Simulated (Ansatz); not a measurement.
# C2F2N2O2Si: a spread of methods and bases

Aim: run C2F2N2O2Si under a spread of inputs, and see what each costs and gives.

Program: Ansatz 0.2.0, Gaussian basis. Level of theory: the settings change from run to run. These are calculated values, not measurements.

## Step 1: The geometry

The structure was relaxed beforehand with PBE0-D4 in a triple-zeta def2 set.

SMILES `O=C=N[Si](F)(F)N=C=O`, 9 atoms, charge 0, spin multiplicity 1.

Atoms are counted from 1 here; the program's logs count them from 0.

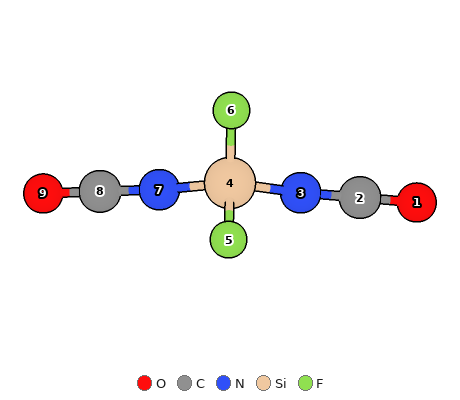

The geometry (oxygen red, carbon grey, nitrogen blue, silicon light orange, fluorine green); atoms are numbered from 1 in the order of the file.

## Step 2: wB97/cc-pVTZ-DK

Set apart from the defaults: charge -1, multiplicity 2, high accuracy, the search for lower states set to off.

in.yaml reads:

```yaml
crystal:
  periodic: [false, false, false]
  atoms:
    - {symbol: O, position_ang: [-3.603633, -0.592665, -0.806637]}
    - {symbol: C, position_ang: [-2.497078, -0.350565, -0.565409]}
    - {symbol: N, position_ang: [-1.347423, -0.143200, -0.306165]}
    - {symbol: Si, position_ang: [0.106304, 0.648922, -0.083502]}
    - {symbol: F, position_ang: [0.540101, 1.357722, -1.417776]}
    - {symbol: F, position_ang: [-0.055024, 1.765236, 1.011232]}
    - {symbol: N, position_ang: [1.278386, -0.444211, 0.387305]}
    - {symbol: C, position_ang: [2.332541, -0.902548, 0.719880]}
    - {symbol: O, position_ang: [3.334327, -1.384891, 1.043971]}
basis:
  gaussian: {orbitals: cc-pVTZ-DK}
total_charge: -1
magnetization: {spin_polarized: true, initial_magnetization: 1}
hamiltonian: {xc: {name: wB97}}
accuracy: high
scf: {lower_state_search: off}
output: {forces: true}
```

Command:

```
$ ansatz run in.yaml --threads 4 --pin off --events-out ev --progress --plain --max-ram 11315MiB
```

The program printed (excerpt; [...] marks lines left out):

```text
Functional definition: wB97
  name "wB97"
  cite "Chai & Head-Gordon, J. Chem. Phys. 128, 084106 (2008) doi:10.1063/1.2834918"
  cite "Becke, J. Chem. Phys. 107, 8554 (1997) doi:10.1063/1.475007"
[...]
  # The coefficients of nought are those of the uniform gas.
[...]
      + integral(e_c_pw_opposite_spin*poly(b97_u_opposite, 1, cos1, cos2, cos3, cos4))
[...]
4525 factors; integrals over basis functions are off by at most 5.4e-9 eV
788 factors; integrals over basis functions are off by at most 2.3e-9 eV
[...]
mean field -22493.10932292 eV, -826.6065212403 hartree, gradient 8.5e-8 eV, S^2 0.768769; 0 other end points of the search recorded, 0 dependent functions left out
[...]
reference -22493.10932225 eV, -826.6065212155 hartree; 38, 37 occupied and 236, 237 virtual orbitals, 4525 factors
Total energy: -22493.10932225 eV, -826.6065212155 hartree
Relativity: scalar
Atom 0 at    -3.603633    -0.592665    -0.806637 Å, force    -4.171420    -0.900354    -0.907825 eV/Å
Atom 1 at    -2.497078    -0.350565    -0.565409 Å, force     2.840409     0.627628     0.618517 eV/Å
Atom 2 at    -1.347423    -0.143200    -0.306165 Å, force     0.832389     0.138272     0.193567 eV/Å
Atom 3 at     0.106304     0.648922    -0.083502 Å, force    -0.580248    -3.906745     0.502196 eV/Å
Atom 4 at     0.540101     1.357722    -1.417776 Å, force     0.591606     1.963431    -1.383062 eV/Å
Atom 5 at    -0.055024     1.765236     1.011232 Å, force     0.048387     2.318590     0.818237 eV/Å
Atom 6 at     1.278386    -0.444211     0.387305 Å, force    -0.770219     0.321762    -0.231505 eV/Å
Atom 7 at     2.332541    -0.902548     0.719880 Å, force    -2.571099     1.244892    -0.826790 eV/Å
Atom 8 at     3.334327    -1.384891     1.043971 Å, force     3.780194    -1.807477     1.216665 eV/Å
Dipole moment:     0.057273     0.387156    -0.048983 e Å
Checks for a lower state left out: stability, starts, cluster_reference, orbital_swaps, neighbouring_geometries, increment
```

Wall time 82 s (4 threads of AMD EPYC 7R43, shared host); peak memory 1.7 GiB.

Largest force 4.363 eV/Å, ⟨S²⟩ 0.769.

## Step 3: RPBE/STO-3G

Set apart from the defaults: charge +1, multiplicity 2, restricted open-shell orbitals, D3(BJ) with three-body dispersion.

Edit in.yaml of step 2 so:

```diff
@@ -13,8 +13,5 @@
 basis:
-  gaussian: {orbitals: cc-pVTZ-DK}
-total_charge: -1
-magnetization: {spin_polarized: true, initial_magnetization: 1}
-hamiltonian: {xc: {name: wB97}}
-accuracy: high
-scf: {lower_state_search: off}
-output: {forces: true}
+  gaussian: {orbitals: STO-3G}
+total_charge: 1
+magnetization: {spin_polarized: false, initial_magnetization: 1}
+hamiltonian: {xc: {name: RPBE}, dispersion: d3bjatm}
```

The command is unchanged.

The program printed (excerpt; [...] marks lines left out):

```text
Functional definition: RPBE
  name "RPBE"
  cite "Hammer, Hansen & Nørskov, Phys. Rev. B 59, 7413 (1999) doi:10.1103/PhysRevB.59.7413"
  cite "Perdew, Burke & Ernzerhof, Phys. Rev. Lett. 77, 3865 (1996) doi:10.1103/PhysRevLett.77.3865"
[...]
663 factors; integrals over basis functions are off by at most 4.5e-5 eV
[...]
mean field -22161.03772930 eV, -814.4031152610 hartree, gradient 5.5e-6 eV, S^2 0.750000; 12 other end points of the search recorded, 0 dependent functions left out
reference -22161.03774372 eV, -814.4031157908 hartree; 37, 36 occupied and 12, 13 virtual orbitals, 663 factors
Total energy: -22162.28466371 eV, -814.4489392553 hartree
```

It took 6.5 s on 4 threads of AMD EPYC 7R43, shared host.

## Step 4: rPW86-PBE/STO-3G

This run has D3(BJ) with three-body dispersion, high accuracy, the search for lower states set to light.

Edit in.yaml of step 3 so:

```diff
@@ -14,4 +14,4 @@
   gaussian: {orbitals: STO-3G}
-total_charge: 1
-magnetization: {spin_polarized: false, initial_magnetization: 1}
-hamiltonian: {xc: {name: RPBE}, dispersion: d3bjatm}
+hamiltonian: {xc: {name: rPW86-PBE}, dispersion: d3bjatm}
+accuracy: high
+scf: {lower_state_search: light}
```

Launched as before.

The program printed:

```text
Functional definition: rPW86-PBE
  name "rPW86-PBE"
  cite "Murray, Lee & Langreth, J. Chem. Theory Comput. 5, 2754 (2009) doi:10.1021/ct900365q"
  cite "Perdew, Burke & Ernzerhof, Phys. Rev. Lett. 77, 3865 (1996) doi:10.1103/PhysRevLett.77.3865"
  parent pbe
  exchange = rpw86_x
  correlation = pbe_c
1025 factors; integrals over basis functions are off by at most 2.6e-8 eV
mean field evaluation 1: about -22194.5334 eV, gradient 4.4e1 eV
mean field evaluation 2: about -22184.4707 eV, gradient 7.9e1 eV
mean field evaluation 4: about -22199.9272 eV, gradient 9.2e0 eV
mean field evaluation 8: about -22199.9944 eV, gradient 2.5e-1 eV
mean field evaluation 16: about -22199.9946 eV, gradient 7.9e-6 eV
mean field -22199.99460639 eV, -815.8347540881 hartree, gradient 6.1e-8 eV, S^2 0.000000; 0 other end points of the search recorded, 0 dependent functions left out
reference -22199.99461380 eV, -815.8347543603 hartree; 37, 37 occupied and 12, 12 virtual orbitals, 1025 factors
Total energy: -22200.21574825 eV, -815.8428809013 hartree
```

Wall time 3.2 s (4 threads of AMD EPYC 7R43, shared host).

## Step 5: B97M-V/def2-TZVPD

This run has atoms shaken by 0.08 Å.

in.yaml reads:

```yaml
crystal:
  periodic: [false, false, false]
  atoms:
    - {symbol: O, position_ang: [-3.610524, -0.532201, -0.840684]}
    - {symbol: C, position_ang: [-2.523560, -0.438678, -0.377330]}
    - {symbol: N, position_ang: [-1.297383, -0.248203, -0.322680]}
    - {symbol: Si, position_ang: [0.110128, 0.614743, -0.076613]}
    - {symbol: F, position_ang: [0.442182, 1.339004, -1.352224]}
    - {symbol: F, position_ang: [0.046815, 1.729622, 1.044612]}
    - {symbol: N, position_ang: [1.182808, -0.447539, 0.446539]}
    - {symbol: C, position_ang: [2.405785, -1.056047, 0.620906]}
    - {symbol: O, position_ang: [3.345651, -1.566770, 0.982423]}
basis:
  gaussian: {orbitals: def2-TZVPD}
hamiltonian: {xc: {name: B97M-V}}
```

Launched as before.

The program printed (excerpt; [...] marks lines left out):

```text
Functional definition: B97M-V
  name "B97M-V"
  cite "Mardirossian & Head-Gordon, J. Chem. Phys. 142, 074111 (2015) doi:10.1063/1.4907719"
  cite "Becke, J. Chem. Phys. 107, 8554 (1997) doi:10.1063/1.475007"
  cite "Vydrov & Van Voorhis, J. Chem. Phys. 133, 244103 (2010) doi:10.1063/1.3521275"
  # Of w^i u^j: cxij and so on, Table III.
[...]
  gx(w, u) = cx00 + cx01*u + cx02*u^2 + (cx10 + cx11*u)*w
  gss(w, u) = css00 + css02*u^2 + css10*w + (css32*w^3 + css42*w^4)*u^2
  gos(w, u) = cos00 + cos01*u + cos03*u^3 + cos10*w + cos32*w^3*u^2
[...]
      + integral(e_c_pw_mod_opposite_spin*gos(b97_w_opposite, b97_u_opposite)) + vv10(b, c)
1743 factors; their error is unknown
[...]
mean field -22464.92770191 eV, -825.5708657703 hartree, gradient 2.5e-5 eV, S^2 0.000000; 0 other end points of the search recorded, 0 dependent functions left out
reference -22464.92781023 eV, -825.5708697511 hartree; 37, 37 occupied and 314, 314 virtual orbitals, 1743 factors
Total energy: -22464.92781023 eV, -825.5708697511 hartree
```

Run time: 13 s. Hardware: 4 threads of AMD EPYC 7R43, shared host; peak memory 0.77 GiB.

## Step 6: r2SCAN0/cc-pVTZ-DK

Set apart from the defaults: D4 dispersion, high accuracy, the search for lower states set to full.

in.yaml reads:

```yaml
crystal:
  periodic: [false, false, false]
  atoms:
    - {symbol: O, position_ang: [-3.603633, -0.592665, -0.806637]}
    - {symbol: C, position_ang: [-2.497078, -0.350565, -0.565409]}
    - {symbol: N, position_ang: [-1.347423, -0.143200, -0.306165]}
    - {symbol: Si, position_ang: [0.106304, 0.648922, -0.083502]}
    - {symbol: F, position_ang: [0.540101, 1.357722, -1.417776]}
    - {symbol: F, position_ang: [-0.055024, 1.765236, 1.011232]}
    - {symbol: N, position_ang: [1.278386, -0.444211, 0.387305]}
    - {symbol: C, position_ang: [2.332541, -0.902548, 0.719880]}
    - {symbol: O, position_ang: [3.334327, -1.384891, 1.043971]}
basis:
  gaussian: {orbitals: cc-pVTZ-DK}
hamiltonian: {xc: {name: r2SCAN0}, dispersion: d4}
accuracy: high
scf: {lower_state_search: full}
output: {forces: true}
```

Launched as before.

The program printed (excerpt; [...] marks lines left out):

```text
Functional definition: r2SCAN0
  name "r2SCAN0"
  cite "Bursch, Neugebauer, Ehlert & Grimme, J. Chem. Phys. 156, 134105 (2022) doi:10.1063/5.0086040"
  cite "Furness, Kaplan, Ning, Perdew & Sun, J. Phys. Chem. Lett. 11, 8208 (2020) doi:10.1021/acs.jpclett.0c02405"
  cite "Furness, Kaplan, Ning, Perdew & Sun, J. Phys. Chem. Lett. 11, 9248 (2020) doi:10.1021/acs.jpclett.0c03077"
  parent r2scan
[...]
4525 factors; integrals over basis functions are off by at most 5.4e-9 eV
[...]
mean field -22487.95731020 eV, -826.4171882650 hartree, gradient 1.3e-8 eV, S^2 0.000000; 0 other end points of the search recorded, 0 dependent functions left out
[...]
reference -22487.95731082 eV, -826.4171882878 hartree; 37, 37 occupied and 237, 237 virtual orbitals, 4525 factors
Total energy: -22488.03516882 eV, -826.4200495164 hartree
Relativity: scalar
Atom 0 at    -3.603633    -0.592665    -0.806637 Å, force     0.514882     0.106727     0.113540 eV/Å
Atom 1 at    -2.497078    -0.350565    -0.565409 Å, force    -0.018869    -0.000506    -0.004913 eV/Å
Atom 2 at    -1.347423    -0.143200    -0.306165 Å, force    -0.445642    -0.077404    -0.100898 eV/Å
Atom 3 at     0.106304     0.648922    -0.083502 Å, force     0.001733     0.011135    -0.001813 eV/Å
Atom 4 at     0.540101     1.357722    -1.417776 Å, force    -0.023084    -0.027749     0.075410 eV/Å
Atom 5 at    -0.055024     1.765236     1.011232 Å, force     0.011270    -0.051403    -0.064998 eV/Å
Atom 6 at     1.278386    -0.444211     0.387305 Å, force     0.409415    -0.174752     0.128744 eV/Å
Atom 7 at     2.332541    -0.902548     0.719880 Å, force     0.018258    -0.004708     0.005100 eV/Å
Atom 8 at     3.334327    -1.384891     1.043971 Å, force    -0.467962     0.218661    -0.150172 eV/Å
Dipole moment:    -0.004815    -0.031520     0.004567 e Å
```

Wall time 27 s (4 threads of AMD EPYC 7R43, shared host); peak memory 2.1 GiB.

Largest force 0.538 eV/Å, dipole 0.15 D.

## Step 7: B2GP-PLYP/cc-pVDZ

Set apart from the defaults: charge -1, multiplicity 2.

Edit in.yaml of step 6 so:

```diff
@@ -13,6 +13,5 @@
 basis:
-  gaussian: {orbitals: cc-pVTZ-DK}
-hamiltonian: {xc: {name: r2SCAN0}, dispersion: d4}
-accuracy: high
-scf: {lower_state_search: full}
-output: {forces: true}
+  gaussian: {orbitals: cc-pVDZ}
+total_charge: -1
+magnetization: {spin_polarized: true, initial_magnetization: 1}
+hamiltonian: {xc: {name: B2GP-PLYP}}
```

Launched as before.

The program printed (excerpt; [...] marks lines left out):

```text
Functional definition: B2GP-PLYP
  name "B2GP-PLYP"
  cite "Karton, Tarnopolsky, Lamère, Schatz & Martin, J. Phys. Chem. A 112, 12868 (2008) doi:10.1021/jp801805p"
  cite "Becke, Phys. Rev. A 38, 3098 (1988) doi:10.1103/PhysRevA.38.3098"
  cite "Lee, Yang & Parr, Phys. Rev. B 37, 785 (1988) doi:10.1103/PhysRevB.37.785"
[...]
1237 factors; integrals over basis functions are off by at most 9.8e-4 eV
[...]
mean field -22427.54081666 eV, -824.1969230791 hartree, gradient 7.8e-6 eV, S^2 0.776760; 6 other end points of the search recorded, 0 dependent functions left out
13 core orbitals not correlated: weight in the atoms' cores, before any rotation towards them, 1.000 or more for the frozen orbitals, at most 0.000 for the correlated occupied ones
reference -22427.54093182 eV, -824.1969273110 hartree; 25, 24 occupied and 92, 93 virtual orbitals, 1237 factors
second order -43.22543979 eV of doubles, -0.00000000 eV of singles
Total energy: -22443.10209014 eV, -824.7687893317 hartree
```

It took 11 s on 4 threads of AMD EPYC 7R43, shared host.

⟨S²⟩ 0.777.

## Step 8: RPA/def2-mTZVP

Edit in.yaml of step 7 so:

```diff
@@ -13,5 +13,4 @@
 basis:
-  gaussian: {orbitals: cc-pVDZ}
-total_charge: -1
-magnetization: {spin_polarized: true, initial_magnetization: 1}
-hamiltonian: {xc: {name: B2GP-PLYP}}
+  gaussian: {orbitals: def2-mTZVP}
+hamiltonian: {xc: {name: HF}}
+correlation: {method: rpa}
```

The command is unchanged.

The program printed:

```text
Functional definition: HF
  name "HF"
  cite "Fock, Z. Phys. 61, 126 (1930) doi:10.1007/BF01340294"
  parent pbe
  exchange = exact_x
  correlation = 0
1557 factors; integrals over basis functions are off by at most 9.3e-4 eV
mean field evaluation 1: about -22379.2411 eV, gradient 5.9e1 eV
mean field evaluation 2: about -22379.3188 eV, gradient 5.9e1 eV
mean field evaluation 4: about -22385.0147 eV, gradient 5.1e0 eV
mean field evaluation 8: about -22385.0808 eV, gradient 5.1e-1 eV
mean field -22385.08151577 eV, -822.6365725515 hartree, gradient 1.1e-6 eV, S^2 0.000000; 0 other end points of the search recorded, 0 dependent functions left out
13 core orbitals not correlated: weight in the atoms' cores, before any rotation towards them, 1.000 or more for the frozen orbitals, at most 0.000 for the correlated occupied ones
reference -22385.08151577 eV, -822.6365725515 hartree; 24, 24 occupied and 147, 147 virtual orbitals, 1557 factors
Total energy: -22425.86607485 eV, -824.1353774526 hartree
```

Run time: 3.6 s. Hardware: 4 threads of AMD EPYC 7R43, shared host.

## Step 9: B97M-V/def2-SVPD

Options: atoms shaken by 0.03 Å.

in.yaml reads:

```yaml
crystal:
  periodic: [false, false, false]
  atoms:
    - {symbol: O, position_ang: [-3.548194, -0.578984, -0.801846]}
    - {symbol: C, position_ang: [-2.474446, -0.363370, -0.527745]}
    - {symbol: N, position_ang: [-1.311147, -0.120779, -0.269659]}
    - {symbol: Si, position_ang: [0.128579, 0.619039, -0.103390]}
    - {symbol: F, position_ang: [0.559892, 1.377249, -1.350844]}
    - {symbol: F, position_ang: [-0.077335, 1.701457, 1.017604]}
    - {symbol: N, position_ang: [1.325881, -0.474492, 0.436652]}
    - {symbol: C, position_ang: [2.313373, -0.896775, 0.713836]}
    - {symbol: O, position_ang: [3.335400, -1.394332, 1.085754]}
basis:
  gaussian: {orbitals: def2-SVPD}
hamiltonian: {xc: {name: B97M-V}}
output: {forces: true}
```

Launched as before.

The program printed (excerpt; [...] marks lines left out):

```text
Functional definition: B97M-V
  name "B97M-V"
  cite "Mardirossian & Head-Gordon, J. Chem. Phys. 142, 074111 (2015) doi:10.1063/1.4907719"
  cite "Becke, J. Chem. Phys. 107, 8554 (1997) doi:10.1063/1.475007"
  cite "Vydrov & Van Voorhis, J. Chem. Phys. 133, 244103 (2010) doi:10.1063/1.3521275"
  # Of w^i u^j: cxij and so on, Table III.
[...]
  gx(w, u) = cx00 + cx01*u + cx02*u^2 + (cx10 + cx11*u)*w
  gss(w, u) = css00 + css02*u^2 + css10*w + (css32*w^3 + css42*w^4)*u^2
  gos(w, u) = cos00 + cos01*u + cos03*u^3 + cos10*w + cos32*w^3*u^2
[...]
      + integral(e_c_pw_mod_opposite_spin*gos(b97_w_opposite, b97_u_opposite)) + vv10(b, c)
1656 factors; their error is unknown
[...]
mean field -22445.41899930 eV, -824.8539341730 hartree, gradient 3.0e-5 eV, S^2 0.000000; 0 other end points of the search recorded, 0 dependent functions left out
[...]
Total energy: -22445.41909698 eV, -824.8539377625 hartree
Atom 0 at    -3.548194    -0.578984    -0.801846 Å, force    -3.450144    -0.849423    -0.668550 eV/Å
Atom 1 at    -2.474446    -0.363370    -0.527745 Å, force     4.643235     1.219219     0.737488 eV/Å
Atom 2 at    -1.311147    -0.120779    -0.269659 Å, force    -2.567289    -1.405201    -0.546764 eV/Å
Atom 3 at     0.128579     0.619039    -0.103390 Å, force     0.385600    -1.820117     2.716822 eV/Å
Atom 4 at     0.559892     1.377249    -1.350844 Å, force     1.132985     1.453528    -2.902382 eV/Å
Atom 5 at    -0.077335     1.701457     1.017604 Å, force     0.117107     1.003159     1.033001 eV/Å
Atom 6 at     1.325881    -0.474492     0.436652 Å, force   -10.963040     5.202369    -3.677285 eV/Å
Atom 7 at     2.313373    -0.896775     0.713836 Å, force    12.612085    -5.828344     4.272532 eV/Å
Atom 8 at     3.335400    -1.394332     1.085754 Å, force    -1.910540     1.024809    -0.964862 eV/Å
Dipole moment:    -0.323264     0.002239    -0.197847 e Å
```

It took 8.5 s on 4 threads of AMD EPYC 7R43, shared host.

Largest force 14.536 eV/Å, dipole 1.82 D.

## Step 10: RPA/cc-pVTZ-DK

This run has unrestricted orbitals, a grid of angular degree 47.

in.yaml reads:

```yaml
crystal:
  periodic: [false, false, false]
  atoms:
    - {symbol: O, position_ang: [-3.603633, -0.592665, -0.806637]}
    - {symbol: C, position_ang: [-2.497078, -0.350565, -0.565409]}
    - {symbol: N, position_ang: [-1.347423, -0.143200, -0.306165]}
    - {symbol: Si, position_ang: [0.106304, 0.648922, -0.083502]}
    - {symbol: F, position_ang: [0.540101, 1.357722, -1.417776]}
    - {symbol: F, position_ang: [-0.055024, 1.765236, 1.011232]}
    - {symbol: N, position_ang: [1.278386, -0.444211, 0.387305]}
    - {symbol: C, position_ang: [2.332541, -0.902548, 0.719880]}
    - {symbol: O, position_ang: [3.334327, -1.384891, 1.043971]}
basis:
  gaussian: {orbitals: cc-pVTZ-DK, final_grid: {core_spheres: 20, valence_spheres: 16, degree: 47}}
magnetization: {spin_polarized: true, initial_magnetization: 0}
hamiltonian: {xc: {name: HF}}
correlation: {method: rpa}
```

The command is unchanged.

The program printed:

```text
Functional definition: HF
  name "HF"
  cite "Fock, Z. Phys. 61, 126 (1930) doi:10.1007/BF01340294"
  parent pbe
  exchange = exact_x
  correlation = 0
1680 factors; integrals over basis functions are off by at most 1.1e-3 eV
mean field evaluation 1: about -22406.2198 eV, gradient 4.1e1 eV
mean field evaluation 2: about -22406.2471 eV, gradient 4.1e1 eV
mean field evaluation 4: about -22411.7414 eV, gradient 3.6e0 eV
mean field evaluation 8: about -22411.7997 eV, gradient 3.2e-1 eV
mean field -22411.80028857 eV, -823.6184693410 hartree, gradient 2.4e-6 eV, S^2 0.000000; 0 other end points of the search recorded, 0 dependent functions left out
13 core orbitals not correlated: weight in the atoms' cores, before any rotation towards them, 1.000 or more for the frozen orbitals, at most 0.000 for the correlated occupied ones
reference -22411.80028857 eV, -823.6184693410 hartree; 24, 24 occupied and 237, 237 virtual orbitals, 1680 factors
Total energy: -22463.97390297 eV, -825.5358143059 hartree
Relativity: scalar
```

Wall time 10 s (4 threads of AMD EPYC 7R43, shared host); peak memory 0.95 GiB.

⟨S²⟩ 0.000.

## Step 11: The runs in one table

```tsv
level	charge	multiplicity	geometry	functions	energy (eV)	time
wB97/cc-pVTZ-DK	-1	2	relaxed	274	-22493.109	82 s
RPBE/STO-3G	1	2	relaxed	49	-22162.285	6.5 s
rPW86-PBE/STO-3G	0	1	relaxed	49	-22200.216	3.2 s
B97M-V/def2-TZVPD	0	1	shaken	351	-22464.928	13 s
r2SCAN0/cc-pVTZ-DK	0	1	relaxed	274	-22488.035	27 s
B2GP-PLYP/cc-pVDZ	-1	2	relaxed	130	-22443.102	11 s
RPA/def2-mTZVP	0	1	relaxed	184	-22425.866	3.6 s
B97M-V/def2-SVPD	0	1	shaken	196	-22445.419	8.5 s
RPA/cc-pVTZ-DK	0	1	relaxed	274	-22463.974	10 s
```

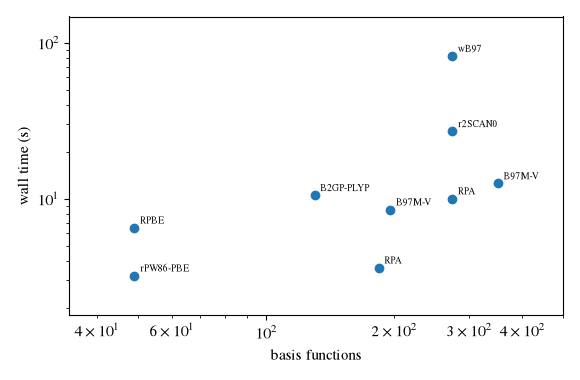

Wall time against the number of basis functions (shared host).

## Step 12: Outcome

| quantity | value |
| --- | --- |
| runs | 9 |
| quickest | rPW86-PBE/STO-3G, 3.2 s |
| slowest | wB97/cc-pVTZ-DK, 82 s |
| spread of total energies, same state and geometry | 287.8 eV |

In words: wB97/cc-pVTZ-DK took 26 times as long as rPW86-PBE/STO-3G. The jobs differ in tasks and options as well as level. The totals spread over 288 eV; they can't be compared across methods or bases. Some of these runs are scalar-relativistic and others not, which shifts the totals of all-electron atoms past neon by several eV an atom and more; core potentials, where a basis has them, take the core out of the total altogether. At the PBE0-D4/def2-TZVP geometry and in the same state, the sound runs without point charges leave forces up to 0.54 eV/Å (r2SCAN0/cc-pVTZ-DK), against 14.5 eV/Å where the atoms were moved.
